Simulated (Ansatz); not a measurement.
# A computed series for Ca3SbN: carrier doping

The reference is Ca$_{3}$SbN in the anti-perovskite structure (space group Pm-3m, No. 221; a cell from a computed database, its experimental status unchecked).

```
CELL_PARAMETERS angstrom
      4.80274     0.00000     0.00000
      0.00000     4.80274     0.00000
      0.00000     0.00000     4.80274
ATOMIC_POSITIONS crystal
  Ca 0.00000 0.50000 0.50000
  Ca 0.50000 0.00000 0.50000
  Ca 0.50000 0.50000 0.00000
  Sb 0.00000 0.00000 0.00000
  N  0.50000 0.50000 0.50000
```

Carriers are added at fixed cell with a uniform background; the Fermi–Dirac width is that of 300 K.

The values are results of PBEsol (Ansatz, a quantum-chemistry and plane-wave program; PAW; 420 eV plane waves; scalar-relativistic without spin-orbit coupling), not measurements.

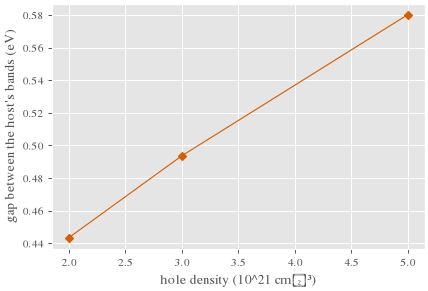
Figure. Gap between the host's bands against hole density

```json
[
 {"hole density (10^21 cm⁻³)": "2", "gap between the host's bands": "0.44 eV"},
 {"hole density (10^21 cm⁻³)": "3", "gap between the host's bands": "0.49 eV"},
 {"hole density (10^21 cm⁻³)": "5", "gap between the host's bands": "0.58 eV"}
]
```

Carriers are added with a uniform compensating background; total energy and stress of such cells depend on the potential's zero and are not compared; many-body gap narrowing is missing at this level. Spin-orbit coupling, missing from the scalar runs, can matter with Sb. Stability against distortions was not tested.
